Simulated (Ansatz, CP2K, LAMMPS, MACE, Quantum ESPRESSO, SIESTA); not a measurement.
**Amorphous 14ZrO2-86SiO2 (mol %) (84 atoms): one relaxed cell, several methods**

Aim: relax amorphous 14ZrO2-86SiO2 (mol %) (84 atoms), then compare forces, pressure and levels from several programs at that geometry.

These are calculated values.

### 1. The cell

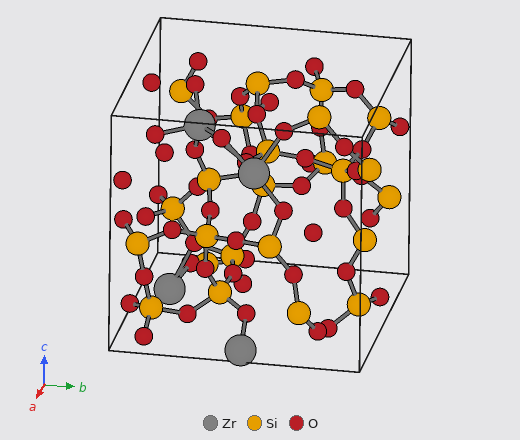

The cell (zirconium grey, silicon orange, oxygen red). Bonds to atoms that aren't drawn are left out.

The cell holds 84 atoms (4 Zr, 24 Si and 56 O), with edges of 10.76, 10.76 and 10.76 Å. Recipe: 84 atoms (4 Zr, 24 Si, 56 O) placed at random at 2.58 g/cm³, melted at 5000 K for 10 ps at fixed volume with the Morse and Coulomb pair potential with partial charges (Pedone, Malavasi, Menziani, Cormack and Segre, J. Phys. Chem. B 110, 11780 (2006)). Quenched from 5000 K to 300 K at 50 K/ps and fixed volume, held 5 ps, then minimised at fixed cell. Then the atoms were relaxed with MACE MPA-0 medium in the fixed cell. Then the atoms were relaxed with CP2K double zeta, PBE.

### 2. The relaxation

CP2K double zeta (DZVP-MOLOPT-SR, GTH-PBE potentials, 480 Ry; k-points Γ) took 22 geometry steps and reached its thresholds. It started from the geometry that MACE MPA-0 medium had relaxed.

Elapsed: 7.2 min, on 8 threads of Arm Neoverse V1, shared host; peak memory 1.7 GiB.

```tsv
	before	after
energy (meV/atom)	0	-2.8
Si-O bonds under 2.16 Å	96 at 1.653 Å	96 at 1.656 Å
Zr-O bonds under 2.82 Å	23 at 2.173 Å	23 at 2.169 Å
```

Atoms moved by 0.03 Å r.m.s. and 0.06 Å at most, with the common shift taken off.

### 3. Local order after relaxation

Density 2.58 g/cm³, 14.83 Å³ an atom.

Pair distribution functions g(r), in bins of 0.2 Å:

```tsv
r (Å)	total	O-O	O-Si	O-Zr	Si-Si	Si-Zr	Zr-Zr
1.50	0.23	0.00	0.59	0.00	0.00	0.00	0.00
1.70	4.61	0.00	12.11	0.00	0.00	0.00	0.00
1.90	0.19	0.00	0.22	1.73	0.00	0.00	0.00
2.10	0.34	0.00	0.00	5.30	0.00	0.00	0.00
2.30	0.16	0.00	0.00	2.53	0.00	0.00	0.00
2.50	0.72	1.42	0.00	1.42	0.00	0.00	0.00
2.70	2.00	4.47	0.05	0.00	0.00	0.00	0.00
2.90	0.83	1.52	0.13	0.26	1.01	0.00	0.00
3.10	0.79	0.71	0.41	0.23	3.58	0.00	6.55
3.30	0.78	0.64	0.43	0.40	2.73	2.84	0.00
3.50	0.76	0.52	1.08	0.17	0.15	3.34	0.00
3.70	0.93	0.79	1.27	0.47	0.00	2.30	4.46
3.90	0.99	0.45	1.59	1.74	0.67	0.35	4.02
4.10	1.25	0.79	1.91	1.45	0.83	0.61	0.00
4.30	1.14	0.68	1.86	0.95	0.75	0.00	3.23
4.50	1.09	1.17	0.84	2.18	1.19	0.79	0.00
4.70	1.15	1.24	0.84	1.90	1.32	1.62	0.00
4.90	1.02	1.31	0.71	0.74	1.07	1.29	0.00
5.10	0.96	1.24	0.59	0.60	1.46	1.19	0.00
5.30	0.96	1.30	0.60	0.86	0.80	0.93	0.00
```

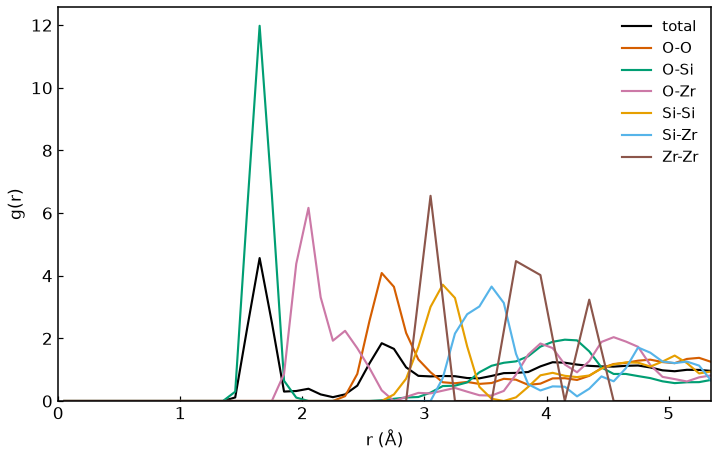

Pair distribution functions, lightly smoothed.

Bonds by pair of elements; cutoffs follow the first minimum of g(r), held within bounds set by covalent radii, and pairs that aren't listed don't count as bonded:

```tsv
pair A-B	cutoff (Å)	bonds	mean length (Å)	spread (Å)	shortest (Å)	B about A	A about B
O-Si	2.16	96	1.66	0.044	1.58	1.71	4
O-Zr	2.82	23	2.17	0.193	1.93	0.411	5.75
```

How many atoms have how many bonded neighbours:

```tsv
element	mean	2	3	4	5	6
O	2.12	49	7	0	0	0
Si	4	0	0	24	0	0
Zr	5.75	0	0	0	1	3
```

Bond angles (no mean is given where the spread exceeds 20°):

```tsv
angle	count	mean (°)	spread (°)
O-Si-O	144	109	5.8
O-Zr-O	55	-	-
Si-O-Si	43	147	17.2
Si-O-Zr	20	135	18.8
Zr-O-Zr	7	-	-
```

Oxygen atoms by the number of network formers (Si, P, Ge, B, Al, As, Ga) bound to them:

```tsv
network formers bound to O	O atoms	per cent
0	2	3.6
1	13	23.2
2	40	71.4
3	1	1.8
```

Network units: each former by its oxygen neighbours and how many of them bridge to another former:

```tsv
former	O neighbours	bridging O	atoms
Si	4	2	1
Si	4	3	11
Si	4	4	12
```

Bond length by coordination (bonds to H left out):

```tsv
element	coordination	atoms	mean bond length (Å)
O	2	49	1.69
O	3	7	2.04
Zr	5	1	2.10
Zr	6	3	2.19
```

Rings of the network by King's shortest-path rule, up to 12 atoms, one path for each pair of neighbours; H, halogens, alkali and alkaline-earth atoms are left out, and the last column divides by all other atoms, bonded or not:

```tsv
ring size (atoms)	rings	per network atom
4	4	0.048
6	5	0.06
8	19	0.226
10	27	0.321
12	17	0.202
```

First main peaks of g(r), for some of the pairs, lie near 2.7 Å (O-O), 1.6 Å (O-Si), 2.0 Å (O-Zr), 3.2 Å (Si-Si) and 3.6 Å (Si-Zr). By these cutoffs 88 % of O atoms have 2, all Si atoms have 4 and 75 % of Zr atoms have 6 bonded neighbours. The O-Si-O angle averages 109° with a spread of 6°. Counting bonds to Si alone, not to Zr, 71 % of the oxygens join two of these atoms and 23 % one; 2 % join three; 4 % join none. The commonest Si unit has 4 oxygens, 4 of them shared with other formers (12 of 24 atoms). Rings of 10 atoms are the most common (38 % of those counted); sizes run from 4 to 12, where the search stops.

### 4. The plane-wave reference

Quantum ESPRESSO 7.5: Kohn-Sham DFT, PBE, SSSP efficiency 1.3.0 pseudopotentials, plane waves. Its input for the relaxed cell:

```
&control
  calculation = 'scf'
  pseudo_dir = './pseudo'
  outdir = './tmp'
  disk_io = 'none'
  tprnfor = .true.
  tstress = .true.
/
&system
  ibrav = 0
  nat = 84
  ntyp = 3
  ecutwfc = 60
  ecutrho = 480
  nosym = .true.
  occupations = 'smearing'
  smearing = 'fd'
  degauss = 0.003675
/
&electrons
  conv_thr = 4.2e-07
  electron_maxstep = 100
  mixing_beta = 0.4
  mixing_mode = 'plain'
  diagonalization = 'david'
/
ATOMIC_SPECIES
Zr 91.224 Zr.upf
Si 28.085 Si.upf
O 15.999 O.upf
CELL_PARAMETERS angstrom
10.76010 0.00000 0.00000
0.00000 10.76010 0.00000
0.00000 0.00000 10.76010
ATOMIC_POSITIONS crystal
Zr 0.95781 0.51734 0.03160
Zr 0.67327 0.28992 0.85015
Zr 0.39798 0.12490 0.02290
[... 79 atom lines left out ...]
O 0.86130 0.11119 0.26780
O 0.11821 0.21843 0.63910
K_POINTS gamma
```

Wall time 1.8 min (8 MPI ranks of Arm Neoverse V1, shared host); peak memory 4.3 GiB.

### 5. Side by side

CPU times are from a shared host and are rough.

| level | basis or training data | k-points | own r.m.s. force (meV/Å) | difference from the reference (meV/Å) | pressure (GPa) | Kohn-Sham gap (eV) | CPU time | memory (GiB) |
| --- | --- | --- | --- | --- | --- | --- | --- | --- |
| QE, PBE | plane waves, SSSP efficiency, 60/480 Ry | Γ | 95 | - | -5.08 | 3.83 | 14 min | 4.3 |
| CP2K triple zeta, PBE | TZV2P-UZH, GTH-PBE potentials, 600 Ry | Γ | 141 | 108 | -5.93 | 3.85 | 14 min | 5.9 |
| SIESTA DZP, PBE | DZP orbitals, shift 0.01 Ry, mesh 400 Ry | Γ | 167 | 170 | -2.77 | 3.60 | 5.3 min | 2.3 |
| MACE MPA-0 medium | trained on PBE(+U) plane-wave data | - | 154 | 127 | -4.62 | - | 7.5 s | 1.1 |

The gap is the spacing of the highest filled and lowest empty Kohn-Sham level on the mesh; a dash marks partly filled levels, a spacing under 0.15 eV or a method without such levels.

### 6. Findings

Relaxation in the fixed cell lowers the energy by 3 meV/atom at its own level and moves atoms by up to 0.06 Å. The reference finds an r.m.s. force of 95 meV/Å there and a pressure of -5.08 GPa, at a geometry that CP2K double zeta made. Forces differ from the reference's by 108 meV/Å (CP2K triple zeta, PBE), 127 meV/Å (MACE MPA-0 medium) and 170 meV/Å (SIESTA DZP, PBE).

CP2K double zeta is at its own minimum here, so the reference's force is itself a measure of how the two differ. Pressures lie +0.5 GPa (MACE MPA-0 medium), -0.8 GPa (CP2K triple zeta, PBE) and +2.3 GPa (SIESTA DZP, PBE) from the reference's. The highest filled and lowest empty levels lie 3.83 eV apart in the reference, against 3.85 eV in CP2K triple zeta, PBE and 3.60 eV in SIESTA DZP, PBE. By these cutoffs 88 % of O atoms have 2, all Si atoms have 4 and 75 % of Zr atoms have 6 bonded neighbours. Rings of 10 atoms are the most common (38 % of those counted); sizes run from 4 to 12, where the search stops.

**Limits.** The density was set by the recipe and held. One sample of a disordered cell; defect or tail levels can set the gap. Gaps are read on the mesh, which holds the band edges only if they fold onto it, and semilocal functionals tend to put them under measured ones. The quench rate of 50 K/ps is many orders above laboratory rates, so the cell is likely richer in defects and strain than a real sample. The reference samples only Γ, in a cell whose shortest periodic width is 11 Å. The plane-wave runs aren't exact: their cutoffs and mesh weren't converged further here. SIESTA's automatically made basis is far from complete, and its potentials were converted by us (checked for H, C, O, Si, Ge and Ca alone). Where levels are smeared, the DFT runs use Fermi–Dirac occupations at 580 K (0.05 eV), and energies are free energies.

[Logs are printed without paths, hosts, clocks, repeated set-up lines and the standing remarks that a program may print on its own settings, such as how far it seeks lower states.]

[Hosts, paths, dates, database ids (printed as entryN), source tags and the programs' standing remarks are cut or masked in the printed files.]
